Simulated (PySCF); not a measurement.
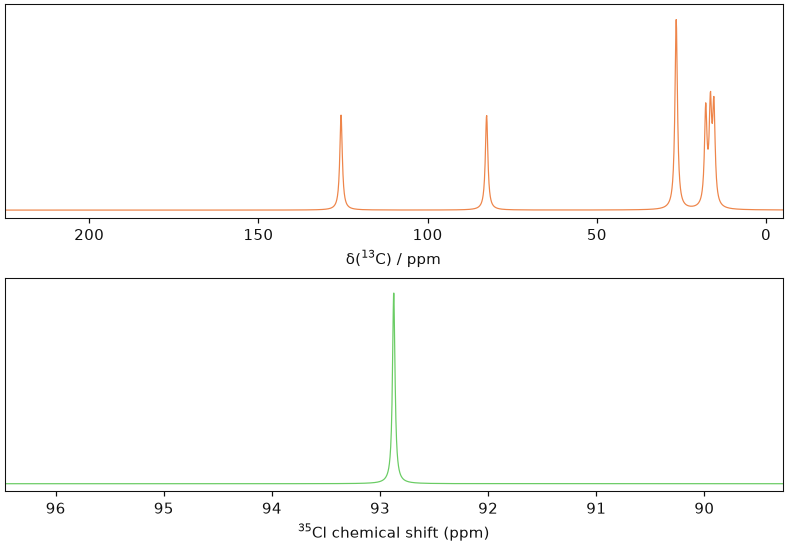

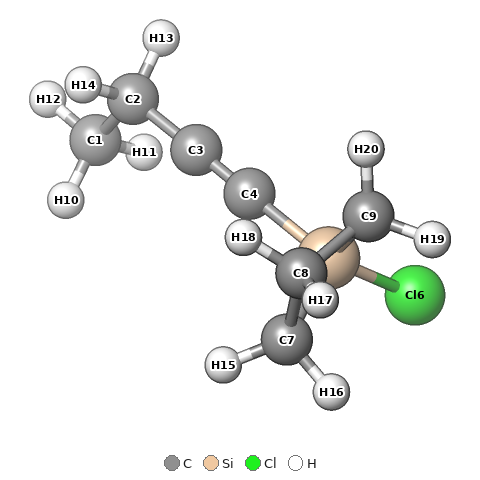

Spectrum and numbered structure of C₇H₁₁ClSi, SMILES CCC#C[Si]1(Cl)CCC1. GIAO shifts, PBE0/pcSseg-1 (IEF-PCM acetonitrile), PySCF, at a PBE0-D3(BJ)/def2-SVP geometry (no frequency check), against TMS for ¹³C and HCl for ³⁵Cl computed at the same level (Cl: the usual scale starts at aqueous chloride instead). fully decoupled, line heights follow the number of nuclei, widths are arbitrary (no quadrupolar broadening); values of one conformer, averaged over methyl-type rotors and exact or near symmetry; other conformers aren't averaged in.

**Which atoms give which ¹³C line?**

```
δ (ppm)  nuclei   atoms
  125.6       1      C3
   82.6       1      C4
   26.5       2  C7, C9
   17.8       1      C8
   16.4       1      C2
   15.4       1      C1
```

The order of signals that lie close, as those under 2 ppm apart, is within the error of the method.

**Where does the ³⁵Cl line lie?**

At 92.9 ppm (Cl6).
